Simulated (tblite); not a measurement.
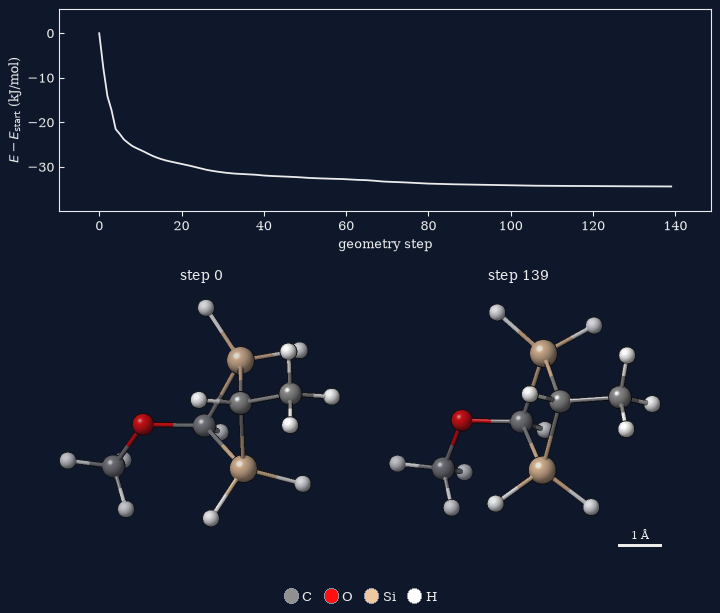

First and last geometry of a relaxation of C4H12OSi2, with the history of the run. A ball-and-stick model, seen from a free direction.

The calculation used GFN2-xTB geometry optimisation, gas phase in tblite 0.8.0. 

> What do the curves and the structures tell?

It converged. Over 139 geometry steps the energy falls by 34.4 kJ/mol. The atom that moves furthest after the best rigid fit is an H atom (0.94 Å). By element the largest moves are H 0.94 Å, Si 0.49 Å, C 0.40 Å, O 0.30 Å. Near-neighbour distances that change, for instance: C–O 1.439 → 1.397 Å, H–Si 1.500 → 1.466 Å, C–Si 1.907 → 1.927 Å, H–Si 1.477 → 1.459 Å. Bond angles that change, for instance: Si–C–Si 83.7° → 92.5°, Si–C–Si 85.3° → 92.8°, O–C–H 114.5° → 108.5°. Groups turn about C–Si by about 25°, C–Si by about 25°, C–Si by about 25°.

```
step  E − E(0), kJ/mol
   0              0.00
   1             -7.79
   2            -14.13
   3            -17.28
   4            -21.51
   5            -22.62
   6            -23.84
   7            -24.60
   8            -25.29
   9            -25.76
  10            -26.19
  17            -28.72
  24            -30.19
  30            -31.22
  37            -31.68
  44            -32.11
  51            -32.47
  58            -32.68
  64            -32.94
  71            -33.36
  78            -33.66
  85            -33.88
  91            -33.98
  98            -34.08
 105            -34.21
 112            -34.25
 119            -34.30
 125            -34.32
 132            -34.36
 139            -34.38
```
